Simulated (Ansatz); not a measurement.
**Frequency calculation of BH3ClOF**

System: BH3ClOF.
Method: RKS B3LYP-D4/def2-SVP (Ansatz 0.2.0).

It belongs to a series of runs on one base structure; here: vibrations at the highest image of the band.

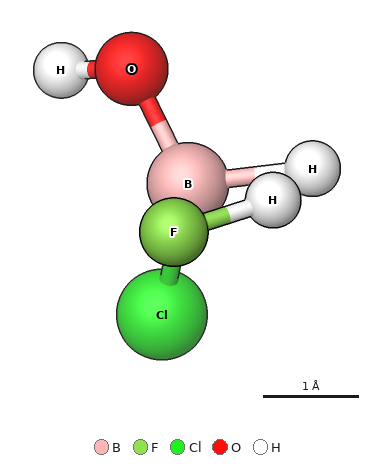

Figure 1. The structure (ball-and-stick view, seen at a tilt).

**Input file**
```yaml
crystal:
  periodic: [false, false, false]
  atoms:
    - { symbol: B, position_ang: [-0.020153, 0.226963, 0.071564] }
    - { symbol: F, position_ang: [0.205654, -0.004578, 1.684862] }
    - { symbol: Cl, position_ang: [1.376747, -0.439992, -0.827162] }
    - { symbol: O, position_ang: [-1.304832, -0.026218, -0.280762] }
    - { symbol: H, position_ang: [-1.401686, -0.760588, -0.898655] }
    - { symbol: H, position_ang: [0.147781, 1.541252, 0.319591] }
    - { symbol: H, position_ang: [0.223589, 1.080063, 1.253263] }
basis:
  gaussian: { orbitals: def2-SVP }
hamiltonian:
  xc: b3lyp
  dispersion: d4
phonons: {}
```

Run as:
```bash
ansatz run input.yaml --threads 2 --pin off --max-ram 3072MiB --backend cpu --events-out ev --progress --plain --runs-dir out
```

**The program's output**
```
Engine: ansatz 0.2.0, aarch64-unknown-linux-gnu
Functional definition: B3LYP
  parameter a0 = 0.2
  parameter ax = 0.72
  parameter ac = 0.81
  exchange = (1 - a0 - ax)*slater_x + ax*b88_x + a0*exact_x
  correlation = (1 - ac)*vwn_rpa_c + ac*lyp_c
784 factors; integrals over basis functions are off by at most 4.2e-4 eV
mean field evaluation 1: about -18001.2826 eV, gradient 5.0e1 eV
mean field evaluation 2: about -17993.8050 eV, gradient 8.2e1 eV
mean field evaluation 4: about -18005.4479 eV, gradient 2.3e0 eV
mean field evaluation 8: about -18005.4877 eV, gradient 1.1e-1 eV
mean field -18005.48768791 eV, -661.6894679728 hartree, gradient 2.3e-5 eV, S^2 0.000000; 0 other end points of the search recorded, 0 dependent functions left out
the calculation of the forces begins
reference -18005.48787631 eV, -661.6894748964 hartree; 21, 21 occupied and 54, 54 virtual orbitals, 784 factors
these checks for a lower state are left out or cut short: stability, starts, cluster_reference, orbital_swaps, neighbouring_geometries, increment
784 factors; integrals over basis functions are off by at most 4.2e-4 eV
mean field evaluation 16: about -18005.4565 eV, gradient 2.5e-1 eV
mean field -18005.48754271 eV, -661.6894626368 hartree, gradient 2.4e-6 eV, S^2 0.000000; 0 other end points of the search recorded, 0 dependent functions left out
[... from here on the field's lines of each further geometry are left out, up to the last ...]
the calculation of the forces begins
reference -18005.48786582 eV, -661.6894745109 hartree; 21, 21 occupied and 54, 54 virtual orbitals, 784 factors
these checks for a lower state are left out or cut short: stability, starts, cluster_reference, orbital_swaps, neighbouring_geometries, increment
784 factors; integrals over basis functions are off by at most 4.2e-4 eV
mean field -18005.48767815 eV, -661.6894676141 hartree, gradient 2.0e-6 eV, S^2 0.000000; 0 other end points of the search recorded, 0 dependent functions left out
the calculation of the forces begins
reference -18005.48786651 eV, -661.6894745362 hartree; 21, 21 occupied and 54, 54 virtual orbitals, 784 factors
WARN: phonons: modes at or below zero, which the zero-point energy, F, S and C_V leave out: 1, the lowest at -1198.05 cm⁻¹. A minimum has none, and a first-order saddle one
Total energy: -18005.66525844 eV, -661.6959935692 hartree
Atom 0 at    -0.020153     0.226963     0.071564 Å, force    -0.000203     0.000275     0.000154 eV/Å
Atom 1 at     0.205654    -0.004578     1.684862 Å, force    -0.000036    -0.000088    -0.000012 eV/Å
Atom 2 at     1.376747    -0.439992    -0.827162 Å, force     0.000086    -0.000100    -0.000072 eV/Å
Atom 3 at    -1.304832    -0.026218    -0.280762 Å, force     0.000118    -0.000002    -0.000081 eV/Å
Atom 4 at    -1.401686    -0.760588    -0.898655 Å, force     0.000006    -0.000025     0.000014 eV/Å
Atom 5 at     0.147781     1.541252     0.319591 Å, force    -0.000151    -0.000080    -0.000170 eV/Å
Atom 6 at     0.223589     1.080063     1.253263 Å, force     0.000180     0.000021     0.000168 eV/Å
Dipole moment:    -0.121019     0.093417    -0.110667 e Å
Vibrations: -1198.05 244.33 321.78 347.79 444.87 673.54 756.97 896.37 1033.60 1173.25 1310.22 1394.85 1981.61 2191.38 3872.91 cm⁻¹, zero-point energy 1.031762 eV
```

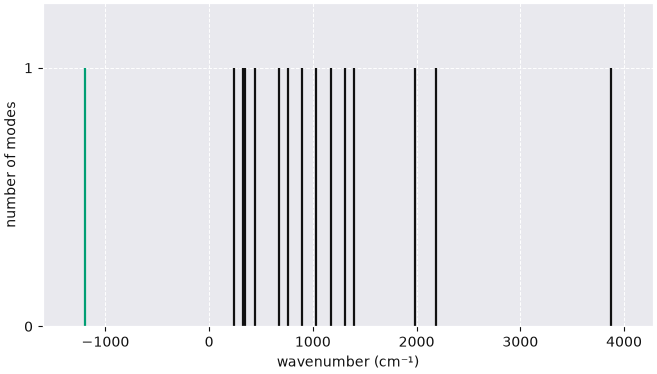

Figure 2. Harmonic vibrational wavenumbers from the force constants; neighbouring modes closer than 23 cm⁻¹ are counted in one stick, and imaginary ones are drawn at negative wavenumbers. 15 modes from 1198i to 3873 cm⁻¹, 1 imaginary beyond 8i (1198i cm⁻¹): a first-order saddle point, if the geometry is stationary.

**Key numbers**

| quantity | value |
| --- | --- |
| outcome | converged |
| total energy | −18005.6653 eV |
| mean-field energy | −18005.4879 eV |
| largest force (length of the vector) | under 0.001 eV/Å |
| hardware | 2 threads of Arm Neoverse V2, 24 GiB of memory available, shared host |
| wall time | 31 s (CPU time 60 s) |
| peak memory | 0.14 GiB |
